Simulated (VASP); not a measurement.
Data:

```
ZnF2
1.0
    4.74670     0.00000     0.00000
    0.00000     4.74670     0.00000
    0.00000     0.00000     3.17035
Zn F
2 4
Direct
  0.00000   0.00000   0.00000
  0.50000   0.50000   0.50000
  0.30294   0.30294   0.00000
  0.80294   0.19706   0.50000
  0.19706   0.80294   0.50000
  0.69706   0.69706   0.00000
```

Level of theory: optB88-vdW, VASP's PBE PAW potentials (set 64) (plane waves; VASP 6.6.1). Settings: 520 eV cut-off, 5×5×8 Γ-centred mesh, tetrahedra with Blöchl corrections, potentials Zn F.

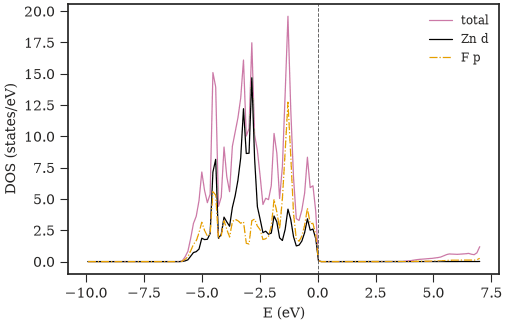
*Total and projected density of states, zero at the valence-band maximum*

Within 2 eV below the valence-band maximum the largest weight inside VASP's projection spheres is F p, then Zn d.

The gap is direct, 3.50 eV, from the valence maximum at Γ to the conduction minimum at Γ.

The compound is ZnF2 in the rutile structure. It was relaxed first.
